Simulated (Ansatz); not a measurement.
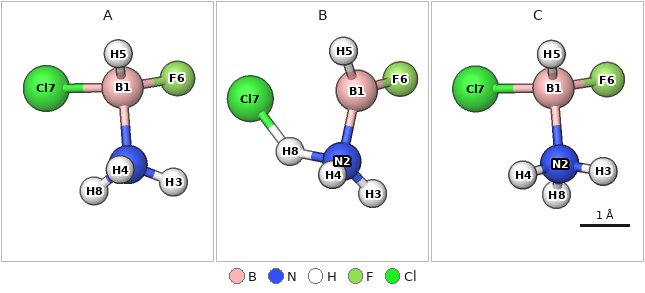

3 geometries from a converged minimum-energy path of BNH₄ClF, shuffled. A ball-and-stick model, seen at a tilt.

All numbers below come from Ansatz 0.2.0, RKS B3LYP-D4/def2-SVP. Settings: 5 movable images; climbing image; force threshold 0.05 eV/Å; iteration limit 60; starting path through a guess of the saddle point.

Which frame is the top of the path?

B. In order along the path, whose images run from 0 to 6: B (image 2, +61.7 kJ/mol), A (image 4, −41.2 kJ/mol), C (image 6, −45.8 kJ/mol). Breaking: Cl7–H8 (1.30 → 1.57 at the top → 2.82 Å). Forming: B1–Cl7 (3.64 → 2.52 at the top → 1.86 Å), N2–H8 (2.06 → 1.29 at the top → 1.03 Å).

Cost: 2.6 min on 1 thread of Arm Neoverse V2, with other jobs on the host, peak memory 0.14 GiB.
